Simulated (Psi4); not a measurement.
Interaction energy of H4Si ··· HF (SMILES [SiH4] and F). Monomers: optimised at B3LYP-D3(BJ) (def2-TZVP), held rigid. Orientation: lowest of the rigid-body minima from ten starts at GFN2-xTB. R is the distance of the centres of mass, along which the second monomer moves.

Calculation: SAPT0/jun-cc-pVDZ, frozen core (Psi4).

Components in kcal/mol:

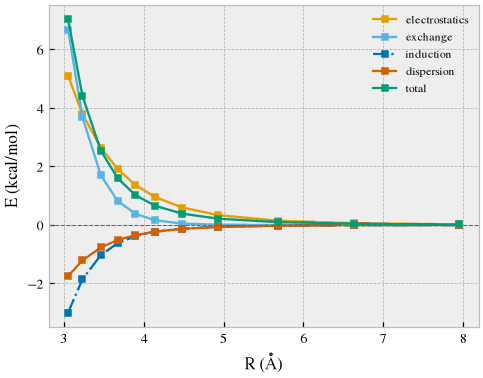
Figure. Components of the interaction energy.

```
R / Å  electrostatics  exchange  induction  dispersion  total
-----  --------------  --------  ---------  ----------  -----
3.06             5.10      6.68      -3.00       -1.75   7.04
3.24             3.79      3.68      -1.85       -1.21   4.41
3.47             2.64      1.69      -1.03       -0.77   2.54
3.68             1.91      0.82      -0.62       -0.51   1.60
3.90             1.37      0.38      -0.38       -0.35   1.03
4.15             0.95      0.16      -0.23       -0.23   0.65
4.49             0.60      0.05      -0.13       -0.13   0.39
4.94             0.34      0.01      -0.06       -0.07   0.21
5.68             0.15      0.00      -0.02       -0.03   0.10
6.64             0.06      0.00      -0.01       -0.01   0.04
7.95             0.02      0.00       0.00        0.00   0.02
```
